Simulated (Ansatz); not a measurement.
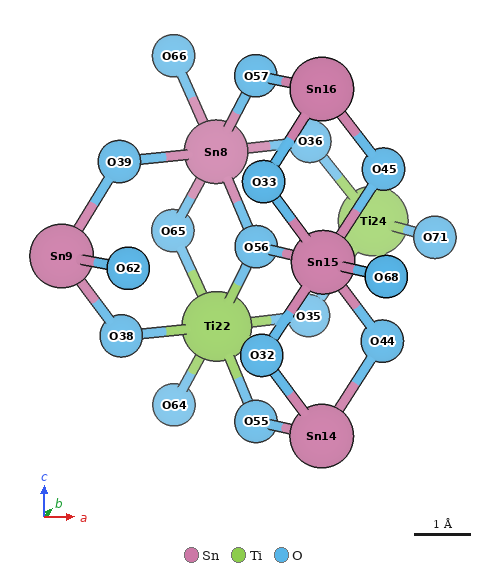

Solid Sn₁₈Ti₆O₄₈ (a generated structure, set up in P1), before the relaxation. Style: ball-and-stick. Shown: the atoms within 4.2 Å of the atom that moves most (axes of the cell of the calculation), slightly off an axis.

These are results of DFT, PBEsol, PAW, plane waves (Ansatz), not measurements.

Set-up: plane-wave cutoff 420 eV; k-point mesh 1 × 1 × 1; mesh shifted by (0.5, 0.5, 0.5); no spin polarisation; cell relaxed at fixed alpha, beta, gamma; force threshold 0.03 eV/Å; at most 80 steps.

```
CELL_PARAMETERS angstrom
9.44928 0.00000 0.00000
0.00000 9.44928 0.00000
0.00000 0.00000 9.43138
ATOMIC_POSITIONS crystal
Sn 0.00200 0.00064 0.00159
Sn 0.99985 0.99919 0.66713
Sn 0.99827 0.49763 0.99901
Sn 0.99815 0.49913 0.33071
Sn 0.99981 0.50470 0.66756
Sn 0.49907 0.99981 0.00281
Sn 0.50010 0.99937 0.66609
Sn 0.50101 0.49845 0.66722
Sn 0.25031 0.24635 0.49911
Sn 0.24647 0.24804 0.83166
Sn 0.25006 0.75083 0.16242
Sn 0.24888 0.75212 0.49493
Sn 0.24965 0.75053 0.82917
Sn 0.74947 0.24983 0.16736
Sn 0.75140 0.25474 0.49992
Sn 0.74990 0.24845 0.83297
Sn 0.74565 0.75180 0.16797
Sn 0.74752 0.74989 0.83268
Ti 0.99916 0.00057 0.33148
Ti 0.49996 0.99632 0.33073
Ti 0.49943 0.50103 0.99865
Ti 0.50218 0.49938 0.33233
Ti 0.25306 0.25122 0.16484
Ti 0.75679 0.75176 0.50276
O 0.15558 0.15396 0.00131
O 0.15292 0.15341 0.33112
O 0.15121 0.14911 0.66544
O 0.15201 0.65307 0.99951
O 0.14817 0.65189 0.33302
O 0.15523 0.65295 0.66644
O 0.65522 0.15245 0.99959
O 0.65190 0.15247 0.33428
O 0.65542 0.15307 0.66749
O 0.65324 0.65445 0.99840
O 0.65058 0.65207 0.33374
O 0.65328 0.65184 0.66784
O 0.35111 0.34359 0.99785
O 0.34652 0.34649 0.33330
O 0.34327 0.34456 0.66769
O 0.34710 0.85117 0.00344
O 0.34697 0.84672 0.33647
O 0.34683 0.84826 0.66863
O 0.84727 0.34799 0.00045
O 0.84813 0.34765 0.33710
O 0.85018 0.34849 0.66690
O 0.84366 0.84963 0.00181
O 0.84884 0.84555 0.33197
O 0.84462 0.84814 0.66856
O 0.09688 0.40541 0.16264
O 0.09666 0.40690 0.49887
O 0.09701 0.40225 0.82955
O 0.09884 0.90342 0.16534
O 0.09442 0.90462 0.49864
O 0.09846 0.90487 0.83369
O 0.59475 0.40494 0.16717
O 0.59567 0.40221 0.50278
O 0.59517 0.40110 0.83063
O 0.59584 0.90433 0.16853
O 0.59864 0.90167 0.49876
O 0.59367 0.90293 0.83034
O 0.40287 0.09664 0.16548
O 0.40546 0.09666 0.50295
O 0.40411 0.09648 0.83042
O 0.40249 0.59506 0.16437
O 0.40009 0.59671 0.49812
O 0.40154 0.59604 0.83353
O 0.90244 0.09655 0.16341
O 0.90103 0.09963 0.50057
O 0.90100 0.09528 0.83240
O 0.90439 0.59521 0.16227
O 0.90352 0.59781 0.49914
O 0.90033 0.59544 0.83388
```

### Where does the relaxation end?

Over 8 geometry steps the energy falls by 2.717 eV per cell of the calculation. Largest force component: 1.8 eV/Å at the start, 0.0029 eV/Å at the end. The pressure goes from 1.58 to 0.00 GPa. The atom that moves furthest relative to the cell is O56 (0.14 Å along [−1 0 −2]). Largest moves by element: O 0.14 Å, Ti 0.13 Å, Sn 0.08 Å. The drawn cell changes as follows: a 9.449 → 9.472 Å (+0.2 %), b 9.449 → 9.469 Å (+0.2 %), c 9.431 → 9.424 Å (−0.1 %); the volume changes by +0.4 %. Near-neighbour distances that change, for instance: Sn8–O57 2.003 → 2.095 Å, Ti22–O56 2.051 → 1.959 Å, Sn8–O56 2.008 → 2.098 Å, Ti22–O35 2.012 → 1.926 Å. Among the angles between lasting bonds that change: O57–Sn8–O66 79.7° → 73.9°, O65–Sn8–O66 100.1° → 105.9°, Sn8–O56–Sn15 130.2° → 125.0°. The space group stays P1 (No. 1). The run took 61 s on 7 threads of Arm Neoverse-V2, peak memory 2 GiB.

After the run, drawn alike:

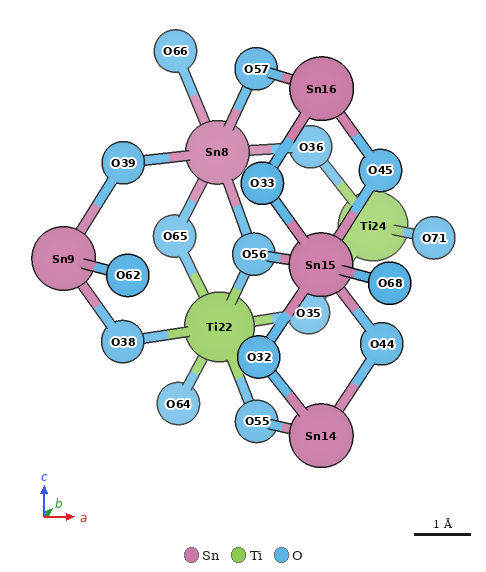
